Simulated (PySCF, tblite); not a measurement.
**C6H11NOSi: geometry, infrared bands and NMR shifts**

What infrared bands and NMR shifts should C6H11NOSi (`C=C/C=N/[SiH2]C(=C)OC`) show?

Computed with tblite 0.8.0 and PySCF 2.14.0, with density-fitted response routines of our own, on a single molecule in the gas phase. Atoms count from 0, in the outputs and in this text.

## Step 1: The molecule as given

20 atoms, charge 0, multiplicity 1; geometry from: force field or distance geometry start.

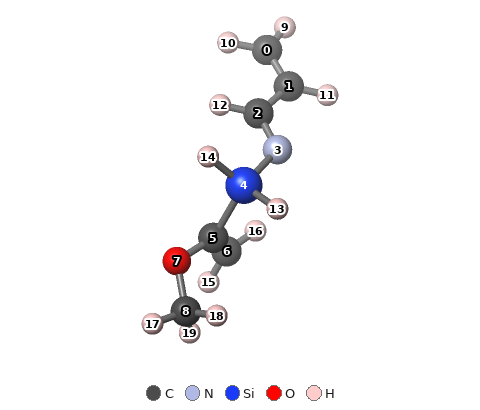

As it starts; carbon dark grey, nitrogen light blue, silicon blue, oxygen red, hydrogen pink, atoms numbered; sticks join atoms by distance.

## Step 2: Geometry optimisation with GFN2-xTB

What the job is given:

```
{"job": {"kind": "relax", "xc": "GFN2-xTB", "basis": "xTB"}, "charge": 0, "multiplicity": 1}
C      4.138800    -1.200800    -1.090000
C      3.194000    -1.351000    -0.161700
C      2.184600    -0.297800    -0.096400
N      1.229000    -0.381100     0.791400
Si    -0.061600     0.838800     0.959200
C     -1.503100     0.431900    -0.165400
C     -1.622100    -0.771300    -0.713400
O     -2.412700     1.459200    -0.379100
C     -3.737900     1.158600     0.038500
H      4.933500    -1.888600    -1.242900
H      4.107000    -0.329200    -1.762700
H      3.185200    -2.201900     0.526400
H      2.188900     0.551500    -0.774800
H     -0.641500     0.789400     2.319600
H      0.409900     2.211800     0.720900
H     -2.474600    -0.977500    -1.341600
H     -0.856800    -1.500900    -0.477400
H     -4.322100     2.091500    -0.224000
H     -3.787600     1.093700     1.145300
H     -4.156100     0.284500    -0.484500
```

Launch:

```
$ OMP_NUM_THREADS=1 python probes_run.py task.json out
```

The driver reads the jobs from task.json and runs them one after another.

The log of the run:

```text
step      E/eV     max force
  0    -736.74106    3.229
  1    -736.89287    2.301
  2    -736.96538    0.652
  3    -737.01044    0.552
  4    -737.03946    0.423
  5    -737.05425    0.305
  6    -737.06488    0.227
  7    -737.07358    0.208
  8    -737.08265    0.245
  9    -737.09039    0.223
 10    -737.09815    0.201
 11    -737.10589    0.182
 12    -737.11401    0.203
 13    -737.12163    0.211
 14    -737.12801    0.162
 15    -737.13313    0.155
 16    -737.13769    0.170
 17    -737.14209    0.173
 18    -737.14701    0.176
 19    -737.15254    0.175
 20    -737.15824    0.193
 21    -737.16341    0.163
 22    -737.16846    0.186
 23    -737.17519    0.231
 24    -737.18460    0.247
 25    -737.19544    0.291
 26    -737.20578    0.250
 27    -737.21481    0.228
 28    -737.22447    0.280
 29    -737.23474    0.221
 30    -737.23974    0.342
 31    -737.24340    0.179
 32    -737.24755    0.136
 33    -737.25084    0.107
 34    -737.25758    0.158
 35    -737.26316    0.183
 36    -737.26897    0.167
 37    -737.27359    0.198
 38    -737.28221    0.201
 39    -737.28929    0.212
 40    -737.29589    0.186
 41    -737.29955    0.134
 42    -737.30227    0.147
 43    -737.30499    0.176
 44    -737.30834    0.149
 45    -737.31196    0.117
 46    -737.31409    0.123
 47    -737.31597    0.122
 48    -737.31887    0.128
 49    -737.32225    0.147
 50    -737.32615    0.158
 51    -737.33040    0.163
 52    -737.33538    0.177
 53    -737.34074    0.192
 54    -737.34582    0.150
 55    -737.34941    0.182
 56    -737.35350    0.176
 57    -737.35769    0.163
 58    -737.36669    0.153
 59    -737.36995    0.160
 60    -737.37568    0.184
 61    -737.38065    0.173
 62    -737.38685    0.213
 63    -737.39343    0.189
 64    -737.39721    0.107
 65    -737.39952    0.112
 66    -737.40127    0.136
 67    -737.40292    0.087
 68    -737.40363    0.064
 69    -737.40398    0.048
 70    -737.40443    0.056
 71    -737.40498    0.060
 72    -737.40560    0.051
 73    -737.40618    0.081
 74    -737.40668    0.053
 75    -737.40716    0.046
 76    -737.40755    0.040
 77    -737.40786    0.039
 78    -737.40809    0.027
 79    -737.40827    0.028
 80    -737.40842    0.028
 81    -737.40855    0.028
 82    -737.40866    0.023
 83    -737.40876    0.023
 84    -737.40883    0.020
 85    -737.40890    0.018
 86    -737.40896    0.025
 87    -737.40903    0.030
 88    -737.40908    0.023
 89    -737.40911    0.014
 90    -737.40914    0.017
 91    -737.40917    0.016
 92    -737.40920    0.015
 93    -737.40924    0.017
 94    -737.40928    0.014
 95    -737.40931    0.017
 96    -737.40934    0.016
 97    -737.40937    0.011
 98    -737.40939    0.009
```

Run time: 0.7 s. Hardware: 1 thread of Arm Neoverse V2, shared host.

The steps of the relaxation: (not every step is listed)

```
step  energy from step 0 (eV)  largest force (eV/Å)
   0                   0.0000                3.2289
   1                  -0.1518                2.3006
   2                  -0.2243                0.6521
   3                  -0.2694                0.5525
   4                  -0.2984                0.4230
   5                  -0.3132                0.3050
   6                  -0.3238                0.2266
   7                  -0.3325                0.2075
   8                  -0.3416                0.2449
  16                  -0.3966                0.1700
  24                  -0.4435                0.2471
  32                  -0.5065                0.1363
  40                  -0.5548                0.1864
  48                  -0.5778                0.1282
  56                  -0.6124                0.1765
  64                  -0.6562                0.1069
  72                  -0.6645                0.0515
  80                  -0.6674                0.0282
  88                  -0.6680                0.0232
  93                  -0.6682                0.0169
  94                  -0.6682                0.0142
  95                  -0.6683                0.0166
  96                  -0.6683                0.0157
  97                  -0.6683                0.0108
  98                  -0.6683                0.0091
```

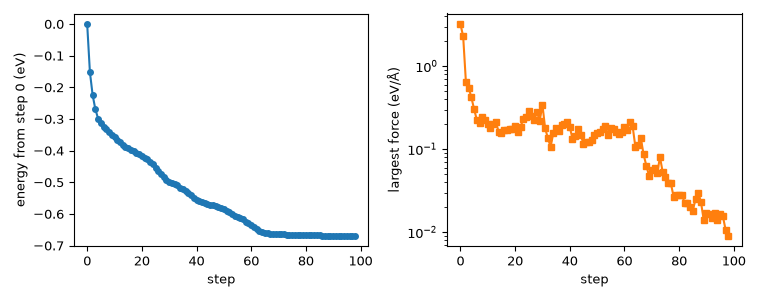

Energy and force, step by step.

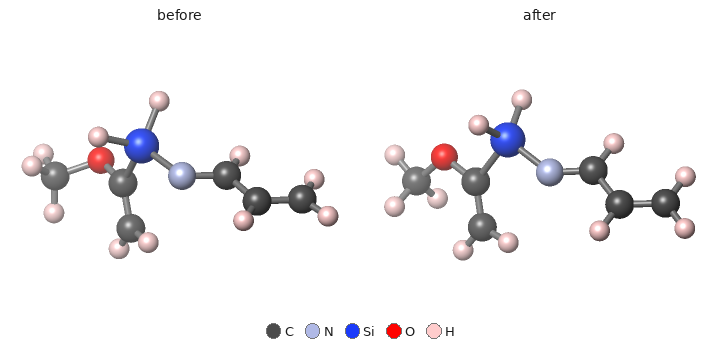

Before and after, at one scale.

Distances of close pairs at the start and the end, largest changes first:

```
   bond  before (Å)  after (Å)  change (Å)
 N3–Si4       1.784      1.714      -0.070
  C2–N3       1.307      1.259      -0.048
 C8–H17       1.132      1.089      -0.043
 C0–H10       1.101      1.079      -0.023
  C5–O7       1.389      1.367      -0.021
 Si4–C5       1.873      1.892      +0.019
Si4–H13       1.480      1.464      -0.016
  O7–C8       1.422      1.407      -0.015
```

The final coordinates are the input of the step that follows.

## Step 3: Vibrational analysis with GFN2-xTB

What the job is given:

```
{"job": {"kind": "ir", "xc": "GFN2-xTB", "basis": "xTB"}, "charge": 0, "multiplicity": 1}
C      4.221918    -1.343703    -1.042623
C      3.080733    -1.325702    -0.361206
C      2.295969    -0.120256    -0.177841
N      1.216564    -0.130992     0.469690
Si     0.046548     1.047178     0.894746
C     -1.581626     0.395839     0.183507
C     -1.766239    -0.786139    -0.391717
O     -2.540586     1.350713     0.378356
C     -3.844195     1.091253    -0.081972
H      4.799463    -2.243011    -1.171824
H      4.617791    -0.449575    -1.497866
H      2.679687    -2.219445     0.095425
H      2.711774     0.785482    -0.639406
H      0.034275     1.000343     2.357765
H      0.231983     2.427168     0.424835
H     -2.711695    -1.136209    -0.773332
H     -0.932027    -1.455298    -0.489647
H     -4.430294     1.977802     0.155670
H     -4.278831     0.220058     0.419055
H     -3.856358     0.925173    -1.164346
```

The log of the run:

```text
mode    cm-1     km/mol
  1      21.6      0.08
  2      39.2      1.29
  3      84.1      2.83
  4     107.1      3.86
  5     131.9      1.14
  6     140.6      0.56
  7     182.8      4.71
  8     225.4      0.24
  9     250.4     10.18
 10     327.7      0.55
 11     336.7      3.85
 12     376.0     15.89
 13     429.3     22.19
 14     448.8      2.32
 15     536.2    102.37
 16     580.4      9.04
 17     599.8      5.44
 18     698.0     96.29
 19     711.8     14.74
 20     730.1    217.75
 21     786.3    189.20
 22     837.7     35.47
 23     855.4    182.07
 24     886.3      0.67
 25     916.4     11.57
 26     932.0     54.27
 27     957.2     10.06
 28    1016.9     21.13
 29    1049.5     42.88
 30    1119.5      2.33
 31    1159.3      6.56
 32    1161.5     12.62
 33    1194.2    147.61
 34    1248.8      2.81
 35    1327.8      5.77
 36    1388.7      3.02
 37    1407.8      2.93
 38    1411.5      2.10
 39    1469.5      3.35
 40    1490.0      5.38
 41    1657.0     49.91
 42    1672.3     78.23
 43    1715.5    181.58
 44    2189.2    379.85
 45    2248.0    241.10
 46    2828.2    101.57
 47    2925.6     45.76
 48    2942.6     32.49
 49    3021.7     23.68
 50    3081.4      8.83
 51    3089.6     59.58
 52    3094.7     17.79
 53    3129.8     30.15
 54    3148.4     21.65
```

Wall time 0.7 s (1 thread of Arm Neoverse V2, shared host).

The strongest bands and the atoms that carry them (share of the mass-weighted mode):

```
cm⁻¹  km/mol                                  atoms
 536   102.4  H13 27 %, H14 27 %, Si4 17 %, C5 12 %
 730   217.8           H13 20 %, Si4 19 %, H14 18 %
 786   189.2                     H14 50 %, H13 44 %
 855   182.1             N3 35 %, Si4 24 %, C2 15 %
1194   147.6                       C5 54 %, O7 21 %
1716   181.6                       C2 47 %, N3 46 %
2189   379.9                               H14 93 %
2248   241.1                               H13 93 %
```

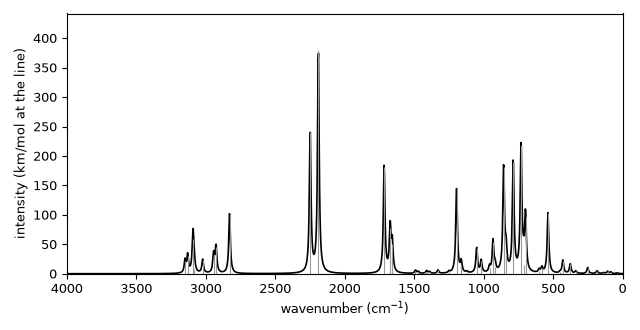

The infrared spectrum from these modes, unscaled. Lines are broadened to a width of 14 cm⁻¹ (Lorentzian).

## Step 4: Nuclear shieldings: PBE0/pcSseg-1

Settings changed since step 3:

```diff
@@ -1,2 +1,2 @@
-{"job": {"kind": "ir", "xc": "GFN2-xTB", "basis": "xTB"}, "charge": 0, "multiplicity": 1}
+{"job": {"kind": "nmr", "xc": "PBE0", "basis": "pcSseg-1"}, "charge": 0, "multiplicity": 1}
 C      4.221918    -1.343703    -1.042623
```

With the program's defaults for keys left out, this is: GIAO PBE0/pcSseg-1 NMR shielding, non-relativistic, gas phase.

The log of the run:

```text
coarse grid: 17112 points
cycle   1  E = -653.9081178611  dE =  1.126e+00  |g| = 6.294e-01  |ddm| = 4.049e+00
cycle   2  E = -653.8139713976  dE =  9.415e-02  |g| = 9.264e-01  |ddm| = 1.412e+00
cycle   3  E = -653.9881862526  dE = -1.742e-01  |g| = 1.763e-01  |ddm| = 9.818e-01
cycle   4  E = -653.9948677467  dE = -6.681e-03  |g| = 5.671e-02  |ddm| = 1.849e-01
cycle   5  E = -653.9955616184  dE = -6.939e-04  |g| = 1.861e-02  |ddm| = 6.277e-02
cycle   6  E = -653.9956315165  dE = -6.990e-05  |g| = 4.934e-03  |ddm| = 1.707e-02
cycle   7  E = -653.9956364482  dE = -4.932e-06  |g| = 1.607e-03  |ddm| = 5.547e-03
final grid: 160472 points
cycle   8  E = -654.0589705566  dE = -3.296e-05  |g| = 1.344e-02  |ddm| = 3.217e-02
cycle   9  E = -654.0589133677  dE =  5.719e-05  |g| = 2.168e-02  |ddm| = 2.438e-02
cycle  10  E = -654.0590056118  dE = -9.224e-05  |g| = 2.708e-03  |ddm| = 1.686e-02
cycle  11  E = -654.0590074479  dE = -1.836e-06  |g| = 3.627e-04  |ddm| = 2.566e-03
cycle  12  E = -654.0590074685  dE = -2.053e-08  |g| = 2.025e-04  |ddm| = 4.493e-04
cycle  13  E = -654.0590074767  dE = -8.202e-09  |g| = 6.318e-05  |ddm| = 2.198e-04
cycle  14  E = -654.0590074774  dE = -7.378e-10  |g| = 2.355e-05  |ddm| = 6.870e-05
converged SCF energy = -654.0590074774

GIAO shielding tensors (ppm)
atom      isotropic    diamagn.    paramagn.     s11        s22        s33       span
  0 C       47.667     252.709    -205.042    -73.643     47.701    168.943    242.587
  1 C       35.736     255.087    -219.352    -77.637     45.954    138.889    216.526
  2 C        8.467     252.505    -244.038    -78.607     -3.878    107.886    186.493
  3 N     -127.858     334.777    -462.635   -523.219   -122.297    261.941    785.160
  4 Si     400.102     883.785    -483.684    353.891    396.203    450.211     96.320
  5 C       15.377     262.642    -247.264    -84.916     30.164    100.884    185.800
  6 C       87.754     259.502    -171.748    -14.213    100.388    177.086    191.299
  7 O      212.409     400.491    -188.082     83.176    233.529    320.521    237.346
  8 C      131.242     242.443    -111.201     98.496    116.896    178.334     79.838
  9 H       25.239      26.540      -1.301     22.381     25.297     28.040      5.658
 10 H       25.605      30.334      -4.729     21.969     25.500     29.347      7.377
 11 H       24.956      31.894      -6.939     21.619     24.180     29.068      7.449
 12 H       22.864      33.072     -10.208     21.163     21.673     25.755      4.592
 13 H       26.412      30.714      -4.302     23.772     24.894     30.571      6.799
 14 H       26.687      31.352      -4.665     23.535     25.698     30.827      7.292
 15 H       26.971      32.857      -5.885     24.170     25.245     31.499      7.329
 16 H       27.004      36.237      -9.234     24.337     27.131     29.543      5.206
 17 H       27.606      26.666       0.939     23.651     26.145     33.020      9.369
 18 H       28.122      27.808       0.315     25.156     25.511     33.700      8.543
 19 H       28.231      28.703      -0.472     25.313     25.654     33.726      8.413
```

Wall time 33 s (1 thread of Arm Neoverse V2, shared host); peak memory 0.96 GiB.

The references, computed at this level on geometries of the same kind, shield at (ppm): ¹H TMS 31.72, ¹³C TMS 186.9, ²⁹Si TMS 349.2, ¹⁵N NH3 267.7, ¹⁷O H2O 336.1. Their shielding less the atom's gives the shift. The references are single molecules in the gas phase, so shifts against H2O, NH3, PH3, H3PO4 or CFCl3 are not on the usual liquid scales and can be off by tens of ppm. Atoms listed in one row are averaged.

```
        atoms                                                  environment  σ (ppm)  δ (ppm)  δ scaled to CDCl3
           C2                                                   C=N carbon      8.5    178.5              172.3
           C5                                 alkene carbon bearing oxygen     15.4    171.5              165.5
           C1                                                    alkene CH     35.7    151.2              145.6
           C0                                         terminal =CH2 carbon     47.7    139.3              134.0
           C6                β carbon of an enol-ether or enamine type C=C     87.8     99.2               94.9
           C8                                    methyl carbon bonded to O    131.2     55.7               52.4
          H12                                     hydrogen on a C=N carbon    22.86     8.85               8.45
          H11                                     hydrogen on an alkene CH    24.96     6.76               6.48
           H9                           hydrogen on a terminal =CH2 carbon    25.24     6.48               6.21
          H10                           hydrogen on a terminal =CH2 carbon    25.61     6.11               5.87
     H13, H14                         hydrogen on a silicon bonded to C, N    26.55     5.17                  –
          H15  hydrogen on a β carbon of an enol-ether or enamine type C=C    26.97     4.75               4.58
          H16  hydrogen on a β carbon of an enol-ether or enamine type C=C    27.00     4.71               4.55
H17, H18, H19                      hydrogen on a methyl carbon bonded to O    27.99     3.73               3.62
           N3                                               imine nitrogen   -127.9    395.6                  –
          Si4                                  silicon bonded to C, N, 2 H    400.1    -50.9                  –
           O7                                                 ether oxygen    212.4    123.7                  –
```

The scaled column applies a straight-line fit of computed shieldings to shifts measured in CDCl3 (root-mean-square error 0.16 ppm for H, 1.9 ppm for C).

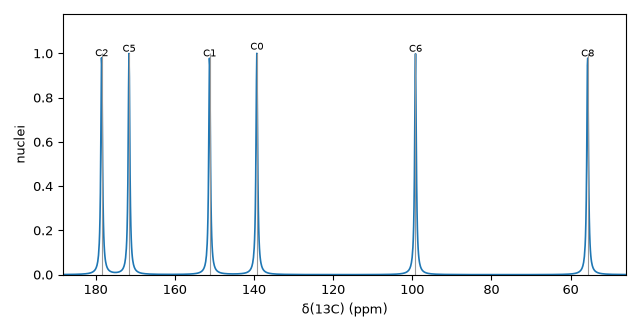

¹³C lines at the computed shifts, without couplings. Lines are broadened to a width of 0.49 ppm (Lorentzian).

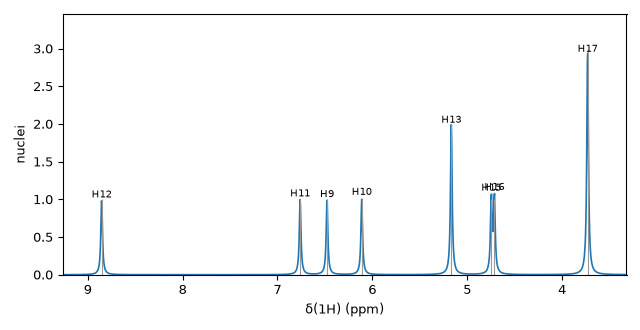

¹H lines at the computed shifts, without couplings. Lines are broadened to a width of 0.02 ppm (Lorentzian).

Charges from the same density, by scheme (e):

```
atoms  Mulliken    IAO  Hirshfeld  ESP fit
   C0     -0.12  -0.28      -0.07    -0.38
   C1     -0.20  -0.15      -0.04    -0.26
   C2      0.17   0.07       0.06     0.52
   N3     -0.57  -0.55      -0.23    -0.63
  Si4      0.80   0.90       0.35     0.47
   C5     -0.13  -0.07      -0.02     0.16
   C6     -0.22  -0.41      -0.15    -0.54
   O7     -0.49  -0.33      -0.11    -0.27
   C8     -0.04  -0.21      -0.03    -0.13
```

Hirshfeld charges:

C0 -0.07; C1 -0.04; C2 0.06; N3 -0.23; Si4 0.35; C5 -0.02; C6 -0.15; O7 -0.11; C8 -0.03; H9 0.06; H10 0.05; H11 0.05; H12 0.04; H13 -0.08; H14 -0.09; H15 0.04; H16 0.04; H17 0.05; H18 0.04; H19 0.04

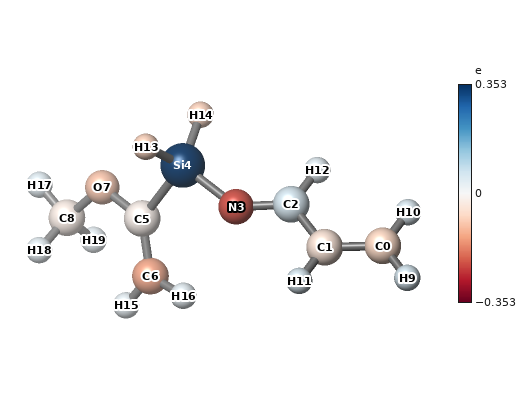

Hirshfeld charges, as colours on the atoms.

Mayer bond orders: C0–C1 1.87, C1–C2 1.05, C2–N3 1.83, N3–Si4 0.99, Si4–C5 0.86, C5–C6 1.85, C5–O7 0.98, O7–C8 0.91.

## Step 5: Outcome

| quantity | value |
| --- | --- |
| strongest single infrared mode (GFN2-xTB) | 2189 cm⁻¹, 380 km/mol |
| zero-point energy (GFN2-xTB) | 94.8 kcal/mol |
| ¹³C shifts against TMS (PBE0/pcSseg-1) | 178.5, 171.5, 151.2, 139.3, 99.2, 55.7 ppm |
| ¹H shifts against TMS (PBE0/pcSseg-1, means over atoms taken as alike) | 8.85, 6.76, 6.48, 6.11, 5.17, 4.75, 4.71, 3.73 ppm |
| ¹⁵N shifts against NH3 (PBE0/pcSseg-1) | 395.6 ppm |
| ²⁹Si shifts against TMS (PBE0/pcSseg-1) | -50.9 ppm |
| ¹⁷O shifts against H2O (PBE0/pcSseg-1) | 123.7 ppm |

The optimisation took 98 steps and gained 0.668 eV; among the close pairs (by a distance rule), N3–Si4 changed most, from 1.784 to 1.714 Å. All 54 modes are real, so the xTB geometry is a minimum. The strongest single mode, at 2189 cm⁻¹, moves mainly H14. Unscaled tight-binding wavenumbers are off by several per cent, some by more. Its intensities can rank the bands wrongly. At PBE0/pcSseg-1: The largest span, 785 ppm, is at N3, where the paramagnetic term is -463 ppm.
